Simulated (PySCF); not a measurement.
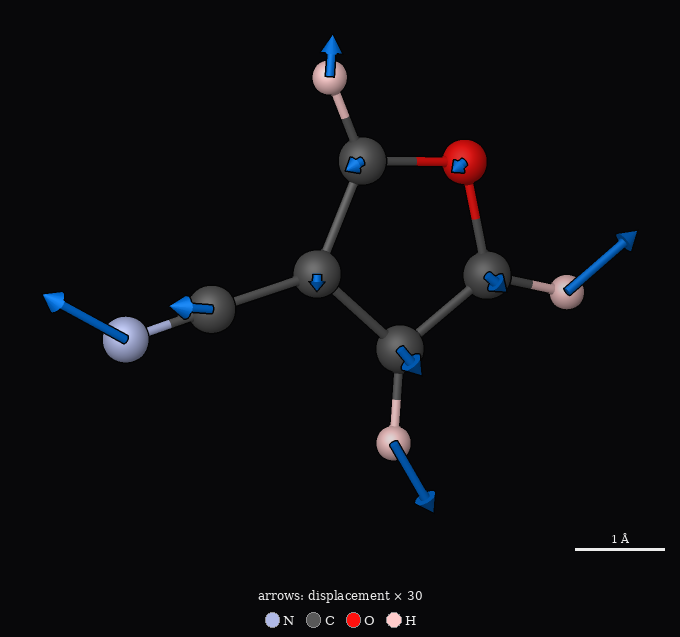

A relaxation of C5H3NO. The starting structure is drawn; blue arrows show the displacements, magnified 30 times. The two geometries are superimposed by the best rigid fit.

The picture is a ball-and-stick view, seen from a free direction.

The start comes from GFN2-xTB.

Method: PBE0-D3(BJ)/def2-SVP geometry optimisation, gas phase (PySCF). 

Q: What did the optimiser do to the structure, and how much energy did it gain?

A: The largest move after the best rigid fit is that of the N atom, 0.042 Å. By element the largest moves are N 0.042 Å, H 0.038 Å, C 0.020 Å, O 0.007 Å. Among the contacts that change: C–C 1.404 → 1.420 Å, C–H 1.072 → 1.087 Å, C–N 1.146 → 1.159 Å, C–C 1.427 → 1.438 Å. After 6 geometry steps the energy has fallen by 0.93 kcal/mol. Largest force component: 1.7 eV/Å at the start, 0.0054 eV/Å at the end. The run took of the order of 27 core-seconds on a shared host.
